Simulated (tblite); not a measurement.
# Geometry relaxation, with input and output: C₅H₁₄OSi (part 2 of 2)

The same run, continued: C₅H₁₄OSi, SMILES CCOCCC[SiH3]; GFN2-xTB geometry optimisation, gas phase (tblite 0.8.0). It belongs to a series of runs on one base structure; here: S replaced by O.

Geometry of the input (Å):
```
C  -2.9724  0.6296  1.0205
C  -2.1865  -0.3490  0.1835
O  -0.9810  0.2888  -0.2454
C  -0.1802  -0.5669  -1.0458
C  1.0853  0.1671  -1.4615
C  1.9016  0.7677  -0.3190
Si 2.7643  -0.4200  0.8314
H  -2.3904  0.9815  1.8853
H  -3.9023  0.1743  1.3845
H  -3.2346  1.5186  0.4344
H  -1.9278  -1.2296  0.7997
H  -2.7738  -0.6804  -0.6705
H  0.0672  -1.4716  -0.4538
H  -0.7337  -0.8828  -1.9318
H  0.7811  1.0096  -2.1163
H  1.7063  -0.4989  -2.0633
H  1.2741  1.4418  0.2794
H  2.6821  1.3989  -0.7587
H  3.6879  -1.2866  0.0665
H  1.7804  -1.2966  1.5222
H  3.5435  0.3215  1.8625
```

## Trajectory as extended XYZ, continued
```
21
Properties=species:S:1:pos:R:3:forces:R:3 step=54 energy=-643.01204
C    -2.9346    0.6481    1.0094   -0.0020   0.0000  -0.0020
C    -2.1445   -0.3598    0.1902   -0.0120   0.0000   0.0090
O    -0.9852    0.2755   -0.2910   -0.0100   0.0210   0.0180
C    -0.1362   -0.5711   -1.0250   -0.0080   0.0020   0.0100
C     1.0828    0.2235   -1.4754    0.0120   0.0100  -0.0010
C     1.8607    0.8104   -0.3000    0.0090  -0.0100   0.0160
Si    2.6905   -0.4703    0.8327    0.0070   0.0170  -0.0130
H    -2.3397    0.9816    1.8550    0.0020   0.0020   0.0040
H    -3.8556    0.2015    1.3733    0.0030  -0.0120  -0.0090
H    -3.1711    1.5111    0.3937   -0.0170   0.0060   0.0000
H    -1.8699   -1.2284    0.8114    0.0110   0.0010  -0.0050
H    -2.7499   -0.7307   -0.6542    0.0090   0.0070   0.0050
H     0.1734   -1.4243   -0.4019    0.0130  -0.0310   0.0070
H    -0.6718   -0.9727   -1.9013   -0.0040  -0.0070  -0.0170
H     0.7355    1.0332   -2.1208   -0.0050   0.0250  -0.0160
H     1.7231   -0.4327   -2.0681    0.0110  -0.0090  -0.0060
H     1.1775    1.4294    0.2828    0.0010  -0.0010  -0.0160
H     2.6293    1.4796   -0.6950   -0.0200  -0.0080  -0.0030
H     3.4920   -1.3849    0.0118   -0.0070  -0.0090   0.0140
H     1.7253   -1.2507    1.6094   -0.0070   0.0020   0.0010
H     3.5594    0.2487    1.7669    0.0130  -0.0090   0.0060
21
Properties=species:S:1:pos:R:3:forces:R:3 step=59 energy=-643.01269
C    -2.9342    0.6472    1.0081    0.0000  -0.0090   0.0000
C    -2.1404   -0.3608    0.1927    0.0130   0.0010  -0.0040
O    -0.9842    0.2762   -0.2939    0.0140  -0.0150  -0.0040
C    -0.1362   -0.5704   -1.0310    0.0040   0.0020  -0.0080
C     1.0832    0.2279   -1.4775   -0.0080  -0.0070   0.0010
C     1.8574    0.8086   -0.2965    0.0000   0.0100  -0.0140
Si    2.6868   -0.4713    0.8360   -0.0010  -0.0040   0.0100
H    -2.3395    0.9855    1.8524   -0.0130   0.0070  -0.0050
H    -3.8521    0.1948    1.3724    0.0010  -0.0030   0.0050
H    -3.1778    1.5070    0.3896   -0.0010  -0.0100   0.0100
H    -1.8573   -1.2251    0.8160   -0.0120   0.0010   0.0050
H    -2.7459   -0.7384   -0.6483    0.0070   0.0040  -0.0020
H     0.1743   -1.4295   -0.4129   -0.0100   0.0270  -0.0090
H    -0.6725   -0.9667   -1.9106    0.0080   0.0000   0.0120
H     0.7336    1.0412   -2.1197    0.0180  -0.0070   0.0130
H     1.7288   -0.4226   -2.0720   -0.0220  -0.0020   0.0020
H     1.1740    1.4285    0.2843   -0.0100  -0.0030   0.0000
H     2.6256    1.4783   -0.6889    0.0140   0.0130  -0.0100
H     3.4645   -1.4082    0.0174   -0.0070  -0.0040   0.0070
H     1.7227   -1.2305    1.6366   -0.0020   0.0110  -0.0100
H     3.5803    0.2452    1.7497    0.0060  -0.0110   0.0000
21
Properties=species:S:1:pos:R:3:forces:R:3 step=64 energy=-643.01328
C    -2.9320    0.6438    1.0060   -0.0030   0.0030   0.0040
C    -2.1328   -0.3636    0.1950   -0.0080   0.0000   0.0010
O    -0.9809    0.2749   -0.2982   -0.0080   0.0160   0.0060
C    -0.1338   -0.5686   -1.0385    0.0010   0.0070   0.0120
C     1.0839    0.2337   -1.4792    0.0120   0.0020  -0.0030
C     1.8544    0.8115   -0.2945    0.0090  -0.0030   0.0020
Si    2.6797   -0.4717    0.8394    0.0000   0.0010  -0.0060
H    -2.3405    0.9926    1.8478    0.0020  -0.0050   0.0100
H    -3.8468    0.1871    1.3731    0.0020  -0.0060   0.0070
H    -3.1826    1.4997    0.3858   -0.0050  -0.0060  -0.0150
H    -1.8461   -1.2226    0.8240   -0.0040  -0.0040  -0.0010
H    -2.7382   -0.7478   -0.6426    0.0010  -0.0080  -0.0070
H     0.1776   -1.4273   -0.4225    0.0090  -0.0080   0.0120
H    -0.6682   -0.9655   -1.9185   -0.0050   0.0130   0.0000
H     0.7358    1.0511   -2.1157   -0.0020   0.0000  -0.0110
H     1.7292   -0.4129   -2.0768    0.0070  -0.0120  -0.0080
H     1.1646    1.4261    0.2853    0.0160   0.0030  -0.0020
H     2.6226    1.4842   -0.6831   -0.0030   0.0020   0.0050
H     3.4241   -1.4377    0.0244   -0.0030  -0.0020  -0.0070
H     1.7145   -1.2021    1.6636   -0.0160   0.0090  -0.0010
H     3.6066    0.2321    1.7291   -0.0010  -0.0020   0.0010
21
Properties=species:S:1:pos:R:3:forces:R:3 step=69 energy=-643.01383
C    -2.9343    0.6402    1.0064   -0.0060  -0.0100  -0.0060
C    -2.1293   -0.3641    0.1970    0.0030  -0.0050   0.0020
O    -0.9789    0.2789   -0.2954    0.0080  -0.0170   0.0120
C    -0.1321   -0.5628   -1.0392   -0.0010  -0.0010  -0.0020
C     1.0879    0.2361   -1.4821   -0.0110   0.0020   0.0050
C     1.8583    0.8119   -0.2960    0.0010   0.0050  -0.0060
Si    2.6769   -0.4723    0.8410   -0.0020  -0.0070  -0.0010
H    -2.3459    0.9958    1.8481    0.0030  -0.0010  -0.0240
H    -3.8433    0.1757    1.3778   -0.0100   0.0000  -0.0030
H    -3.1934    1.4897    0.3805   -0.0050   0.0000   0.0140
H    -1.8426   -1.2215    0.8282    0.0160  -0.0010  -0.0070
H    -2.7299   -0.7536   -0.6423   -0.0030   0.0100   0.0090
H     0.1798   -1.4252   -0.4270   -0.0070   0.0160   0.0000
H    -0.6691   -0.9541   -1.9205    0.0000   0.0000   0.0100
H     0.7413    1.0552   -2.1177    0.0020  -0.0080  -0.0070
H     1.7286   -0.4138   -2.0826    0.0020   0.0120   0.0230
H     1.1670    1.4250    0.2834    0.0040   0.0030   0.0030
H     2.6239    1.4888   -0.6809    0.0200  -0.0070  -0.0070
H     3.3993   -1.4581    0.0300   -0.0030  -0.0030  -0.0090
H     1.7030   -1.1772    1.6782   -0.0040   0.0100  -0.0030
H     3.6239    0.2224    1.7172   -0.0080  -0.0020  -0.0030
21
Properties=species:S:1:pos:R:3:forces:R:3 step=74 energy=-643.01449
C    -2.9393    0.6330    1.0053    0.0060   0.0030   0.0050
C    -2.1251   -0.3665    0.1999    0.0030   0.0020  -0.0020
O    -0.9747    0.2810   -0.2869   -0.0060   0.0220  -0.0090
C    -0.1301   -0.5559   -1.0381   -0.0010   0.0050   0.0060
C     1.0903    0.2407   -1.4832    0.0070   0.0040   0.0030
C     1.8640    0.8150   -0.2988   -0.0030   0.0050   0.0090
Si    2.6724   -0.4750    0.8399   -0.0080   0.0080  -0.0090
H    -2.3494    0.9985    1.8407    0.0020   0.0040   0.0160
H    -3.8435    0.1629    1.3821    0.0060  -0.0030  -0.0040
H    -3.2078    1.4788    0.3785   -0.0070  -0.0060  -0.0060
H    -1.8333   -1.2224    0.8305   -0.0080  -0.0090   0.0040
H    -2.7223   -0.7568   -0.6407    0.0060  -0.0080  -0.0110
H     0.1821   -1.4189   -0.4285    0.0060  -0.0160  -0.0030
H    -0.6705   -0.9428   -1.9186   -0.0030  -0.0110   0.0010
H     0.7468    1.0566   -2.1241   -0.0020   0.0100   0.0080
H     1.7305   -0.4120   -2.0803    0.0050  -0.0080   0.0030
H     1.1735    1.4270    0.2822    0.0080   0.0240   0.0020
H     2.6326    1.4904   -0.6814    0.0010  -0.0190  -0.0100
H     3.3710   -1.4802    0.0312   -0.0110   0.0000   0.0000
H     1.6862   -1.1457    1.6900    0.0020  -0.0080   0.0000
H     3.6376    0.2091    1.7041   -0.0020  -0.0010  -0.0020
21
Properties=species:S:1:pos:R:3:forces:R:3 step=79 energy=-643.01507
C    -2.9396    0.6265    1.0047   -0.0060  -0.0020  -0.0070
C    -2.1186   -0.3703    0.2023   -0.0070   0.0030  -0.0020
O    -0.9736    0.2852   -0.2868    0.0090  -0.0260   0.0100
C    -0.1278   -0.5491   -1.0395   -0.0010  -0.0120  -0.0070
C     1.0928    0.2483   -1.4829   -0.0090  -0.0030   0.0050
C     1.8654    0.8209   -0.2972    0.0070  -0.0030  -0.0060
Si    2.6620   -0.4764    0.8397   -0.0040  -0.0030   0.0170
H    -2.3506    1.0040    1.8363   -0.0130  -0.0070  -0.0070
H    -3.8388    0.1504    1.3854    0.0080  -0.0100   0.0120
H    -3.2210    1.4641    0.3724    0.0090   0.0030  -0.0010
H    -1.8232   -1.2241    0.8356    0.0040   0.0200  -0.0090
H    -2.7110   -0.7681   -0.6389   -0.0010   0.0050   0.0080
H     0.1862   -1.4161   -0.4350   -0.0030   0.0150   0.0100
H    -0.6699   -0.9360   -1.9193    0.0060   0.0020  -0.0090
H     0.7512    1.0654   -2.1236    0.0000  -0.0050   0.0040
H     1.7346   -0.4066   -2.0769   -0.0090   0.0150  -0.0010
H     1.1802    1.4397    0.2834    0.0150   0.0140  -0.0200
H     2.6409    1.4862   -0.6824    0.0040   0.0050  -0.0030
H     3.3229   -1.5091    0.0337   -0.0110   0.0060  -0.0010
H     1.6717   -1.1109    1.7122    0.0000  -0.0150   0.0040
H     3.6573    0.1928    1.6808    0.0020  -0.0010   0.0010
21
Properties=species:S:1:pos:R:3:forces:R:3 step=83 energy=-643.01560
C    -2.9423    0.6203    1.0032   -0.0030  -0.0030   0.0010
C    -2.1141   -0.3719    0.2037    0.0060  -0.0060   0.0010
O    -0.9698    0.2855   -0.2828   -0.0060   0.0290  -0.0030
C    -0.1256   -0.5454   -1.0397    0.0030   0.0090   0.0110
C     1.0935    0.2538   -1.4814    0.0140   0.0060  -0.0050
C     1.8695    0.8261   -0.2981    0.0110   0.0040   0.0020
Si    2.6514   -0.4779    0.8420   -0.0020   0.0080  -0.0010
H    -2.3559    1.0068    1.8320    0.0060   0.0010  -0.0010
H    -3.8335    0.1352    1.3911   -0.0080  -0.0020  -0.0030
H    -3.2328    1.4522    0.3680   -0.0050   0.0040   0.0030
H    -1.8147   -1.2221    0.8377    0.0000  -0.0180   0.0190
H    -2.7015   -0.7744   -0.6380   -0.0160   0.0030  -0.0060
H     0.1902   -1.4111   -0.4356    0.0040  -0.0190   0.0050
H    -0.6683   -0.9302   -1.9199    0.0060  -0.0030  -0.0070
H     0.7542    1.0704   -2.1231   -0.0150   0.0050  -0.0030
H     1.7363   -0.4006   -2.0733    0.0020  -0.0030  -0.0240
H     1.1926    1.4577    0.2782    0.0000  -0.0010  -0.0100
H     2.6513    1.4819   -0.6870    0.0110  -0.0060  -0.0040
H     3.2815   -1.5293    0.0352   -0.0080   0.0060   0.0010
H     1.6581   -1.0872    1.7279   -0.0050  -0.0130   0.0130
H     3.6711    0.1774    1.6638    0.0050   0.0000   0.0120
21
Properties=species:S:1:pos:R:3:forces:R:3 step=88 energy=-643.01609
C    -2.9458    0.6159    1.0036    0.0030   0.0000   0.0050
C    -2.1124   -0.3728    0.2045   -0.0070   0.0030   0.0020
O    -0.9687    0.2888   -0.2795   -0.0010  -0.0210  -0.0020
C    -0.1230   -0.5419   -1.0359    0.0020  -0.0050  -0.0080
C     1.0959    0.2564   -1.4816   -0.0060   0.0000  -0.0010
C     1.8763    0.8298   -0.3015    0.0010  -0.0040  -0.0070
Si    2.6452   -0.4763    0.8455   -0.0040  -0.0010   0.0020
H    -2.3598    1.0070    1.8306    0.0020   0.0010   0.0030
H    -3.8330    0.1248    1.3936   -0.0020   0.0060  -0.0050
H    -3.2428    1.4460    0.3685   -0.0020  -0.0080   0.0050
H    -1.8129   -1.2237    0.8397   -0.0040   0.0110  -0.0150
H    -2.6991   -0.7736   -0.6394    0.0080  -0.0040   0.0120
H     0.1915   -1.4101   -0.4330    0.0040   0.0150   0.0000
H    -0.6652   -0.9269   -1.9169    0.0030   0.0020   0.0030
H     0.7528    1.0723   -2.1229   -0.0020   0.0010   0.0040
H     1.7357   -0.3991   -2.0769   -0.0060   0.0100  -0.0040
H     1.2047    1.4722    0.2691    0.0030  -0.0040  -0.0060
H     2.6652    1.4746   -0.6950    0.0070  -0.0050   0.0030
H     3.2616   -1.5327    0.0353    0.0060  -0.0040   0.0000
H     1.6508   -1.0844    1.7329    0.0050   0.0120   0.0030
H     3.6741    0.1707    1.6632   -0.0090  -0.0040   0.0080
21
Properties=species:S:1:pos:R:3:forces:R:3 step=93 energy=-643.01636
C    -2.9468    0.6118    1.0045   -0.0020   0.0010  -0.0080
C    -2.1103   -0.3746    0.2060    0.0060  -0.0060  -0.0030
O    -0.9681    0.2884   -0.2797    0.0000   0.0070  -0.0020
C    -0.1203   -0.5397   -1.0369   -0.0010   0.0060   0.0020
C     1.0967    0.2614   -1.4829   -0.0040   0.0010  -0.0070
C     1.8810    0.8318   -0.3041   -0.0040  -0.0020  -0.0030
Si    2.6380   -0.4770    0.8475    0.0050  -0.0080   0.0000
H    -2.3611    1.0091    1.8290   -0.0070  -0.0070  -0.0010
H    -3.8320    0.1178    1.3952    0.0060  -0.0030   0.0110
H    -3.2511    1.4374    0.3676    0.0060   0.0120  -0.0040
H    -1.8085   -1.2236    0.8410    0.0080  -0.0080   0.0120
H    -2.6950   -0.7802   -0.6361   -0.0090   0.0030  -0.0080
H     0.1970   -1.4058   -0.4330    0.0010   0.0000  -0.0070
H    -0.6612   -0.9247   -1.9185    0.0010  -0.0070   0.0100
H     0.7503    1.0784   -2.1208    0.0010   0.0090   0.0020
H     1.7348   -0.3913   -2.0825   -0.0010   0.0010  -0.0070
H     1.2131    1.4811    0.2624    0.0030   0.0020   0.0090
H     2.6765    1.4689   -0.6971   -0.0010  -0.0050  -0.0060
H     3.2349   -1.5455    0.0376    0.0030  -0.0010   0.0090
H     1.6430   -1.0649    1.7471   -0.0030   0.0060   0.0000
H     3.6803    0.1582    1.6576   -0.0060   0.0000   0.0010
21
Properties=species:S:1:pos:R:3:forces:R:3 step=98 energy=-643.01658
C    -2.9475    0.6083    1.0033    0.0020  -0.0020   0.0050
C    -2.1076   -0.3777    0.2070   -0.0020   0.0040   0.0000
O    -0.9683    0.2889   -0.2811   -0.0010   0.0030   0.0000
C    -0.1184   -0.5367   -1.0386   -0.0010  -0.0020   0.0000
C     1.0963    0.2669   -1.4856    0.0000   0.0030   0.0040
C     1.8838    0.8322   -0.3063    0.0050   0.0010   0.0020
Si    2.6324   -0.4790    0.8491   -0.0070   0.0050   0.0000
H    -2.3637    1.0092    1.8270    0.0090   0.0000   0.0000
H    -3.8292    0.1118    1.3990   -0.0030  -0.0020  -0.0080
H    -3.2553    1.4324    0.3655    0.0050  -0.0080   0.0000
H    -1.8020   -1.2242    0.8445   -0.0010   0.0070  -0.0040
H    -2.6925   -0.7864   -0.6340    0.0030  -0.0020   0.0020
H     0.2028   -1.4017   -0.4355    0.0020  -0.0030   0.0050
H    -0.6588   -0.9254   -1.9186   -0.0050  -0.0010  -0.0040
H     0.7486    1.0875   -2.1183   -0.0020   0.0010   0.0000
H     1.7331   -0.3831   -2.0900   -0.0050   0.0040  -0.0020
H     1.2205    1.4869    0.2599    0.0060  -0.0040   0.0020
H     2.6841    1.4629   -0.6996   -0.0020   0.0010  -0.0060
H     3.2121   -1.5595    0.0435    0.0040  -0.0060   0.0070
H     1.6354   -1.0437    1.7608   -0.0100  -0.0050  -0.0020
H     3.6852    0.1475    1.6520    0.0020   0.0050  -0.0030
21
Properties=species:S:1:pos:R:3:forces:R:3 step=103 energy=-643.01676
C    -2.9481    0.6058    1.0045    0.0030   0.0010  -0.0030
C    -2.1075   -0.3775    0.2067    0.0050  -0.0060   0.0020
O    -0.9687    0.2902   -0.2807    0.0000  -0.0040  -0.0020
C    -0.1183   -0.5355   -1.0374    0.0000   0.0010  -0.0030
C     1.0947    0.2697   -1.4865   -0.0020  -0.0030  -0.0040
C     1.8888    0.8315   -0.3099   -0.0030  -0.0020  -0.0020
Si    2.6290   -0.4793    0.8505    0.0060  -0.0060   0.0020
H    -2.3634    1.0065    1.8278   -0.0030   0.0000   0.0010
H    -3.8296    0.1074    1.3986    0.0020   0.0040   0.0000
H    -3.2562    1.4290    0.3663   -0.0020   0.0070   0.0030
H    -1.8005   -1.2233    0.8438    0.0030  -0.0110   0.0020
H    -2.6920   -0.7867   -0.6342    0.0040   0.0000   0.0000
H     0.2054   -1.3997   -0.4338   -0.0050   0.0090   0.0010
H    -0.6596   -0.9267   -1.9161    0.0020   0.0050  -0.0010
H     0.7456    1.0924   -2.1158   -0.0090  -0.0010   0.0050
H     1.7279   -0.3785   -2.0962    0.0040  -0.0020   0.0010
H     1.2324    1.4913    0.2580   -0.0020   0.0070  -0.0050
H     2.6916    1.4556   -0.7085    0.0020   0.0030   0.0050
H     3.2122   -1.5626    0.0512   -0.0010  -0.0060   0.0060
H     1.6271   -1.0401    1.7599   -0.0040  -0.0010  -0.0080
H     3.6803    0.1473    1.6556   -0.0010   0.0060  -0.0010
21
Properties=species:S:1:pos:R:3:forces:R:3 step=108 energy=-643.01688
C    -2.9473    0.6048    1.0047   -0.0020   0.0000   0.0020
C    -2.1065   -0.3787    0.2071    0.0000   0.0030  -0.0010
O    -0.9690    0.2905   -0.2809    0.0020   0.0030   0.0030
C    -0.1184   -0.5347   -1.0374    0.0010   0.0000   0.0030
C     1.0936    0.2708   -1.4875    0.0010   0.0010   0.0020
C     1.8909    0.8306   -0.3120    0.0000   0.0030   0.0010
Si    2.6280   -0.4802    0.8513   -0.0030   0.0030  -0.0040
H    -2.3632    1.0048    1.8287   -0.0010   0.0000   0.0020
H    -3.8292    0.1068    1.3977   -0.0020   0.0000   0.0040
H    -3.2556    1.4292    0.3677    0.0050  -0.0010   0.0000
H    -1.7990   -1.2253    0.8434    0.0000   0.0030  -0.0010
H    -2.6907   -0.7874   -0.6342   -0.0020  -0.0050  -0.0010
H     0.2058   -1.3970   -0.4321    0.0000  -0.0080  -0.0030
H    -0.6599   -0.9266   -1.9155    0.0030   0.0000  -0.0020
H     0.7412    1.0948   -2.1132    0.0020  -0.0010  -0.0020
H     1.7257   -0.3761   -2.0998    0.0000   0.0020  -0.0010
H     1.2377    1.4942    0.2556   -0.0040  -0.0010  -0.0030
H     2.6953    1.4523   -0.7115    0.0030  -0.0030   0.0020
H     3.2134   -1.5666    0.0579   -0.0010  -0.0030   0.0020
H     1.6214   -1.0392    1.7566    0.0000   0.0010  -0.0030
H     3.6768    0.1498    1.6573   -0.0030   0.0010   0.0000
```

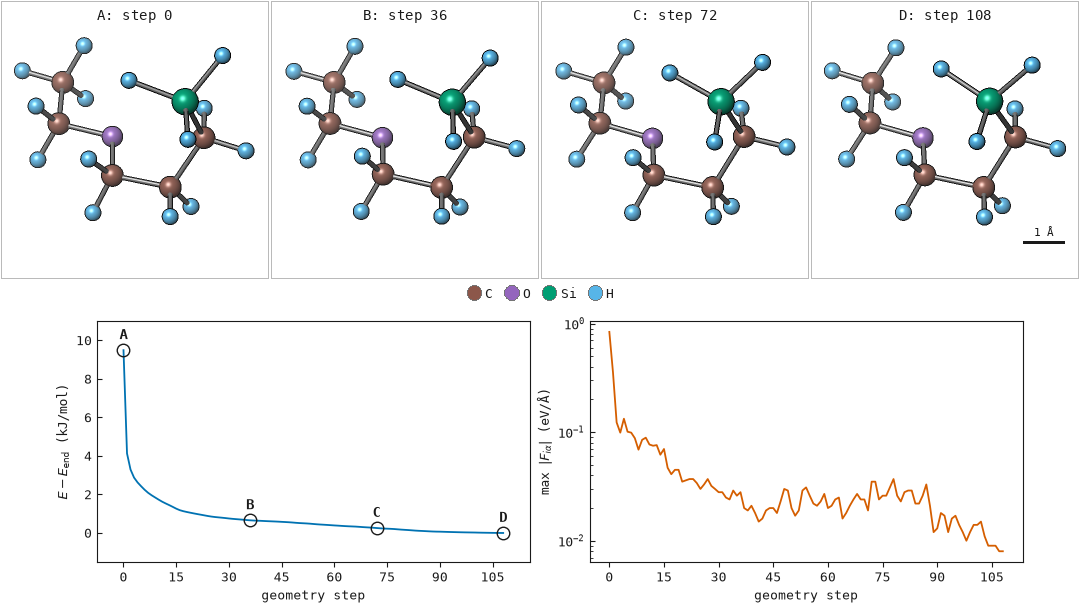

*Frames of the relaxation (ball-and-stick view, seen at a tilt) above the curves, on which the letters mark them (steps are counted from 0).*

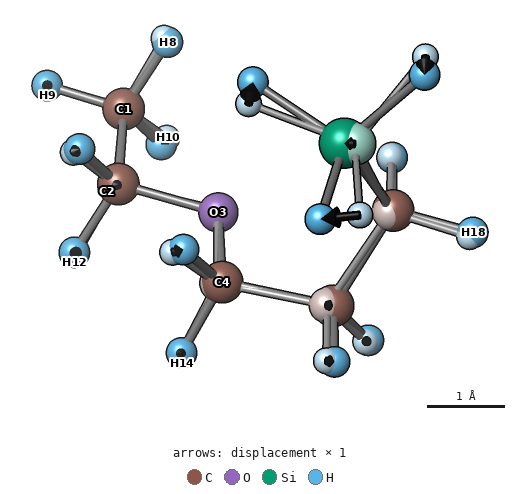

*Start (faint) and end (solid) with the displacements as black arrows, at true length (ball-and-stick view, seen at a tilt). The two geometries are laid on each other by the best rigid fit.*

Over 108 geometry steps the energy falls by 9.49 kJ/mol. The largest force component goes from 0.84 to 0.008 eV/Å. The largest move after the best rigid fit is that of H19, 0.55 Å. Largest moves by element: H 0.55 Å, Si 0.15 Å, C 0.11 Å, O 0.04 Å. Among the contacts that change: C6–Si7 1.865 → 1.901 Å, Si7–H21 1.490 → 1.465 Å, Si7–H20 1.488 → 1.465 Å, C2–O3 1.430 → 1.407 Å. Among the angles that change: C4–C5–C6 115.5° → 112.5°, Si7–C6–H18 106.5° → 109.3°, C6–C5–H15 106.8° → 109.4°. (Atoms are counted from 1 in the order of the input.)

## Key numbers

| quantity | value |
| --- | --- |
| outcome | converged |
| total energy | −643.0169 eV |
| wall time | 2.6 s |
| peak memory | 0.18 GiB |
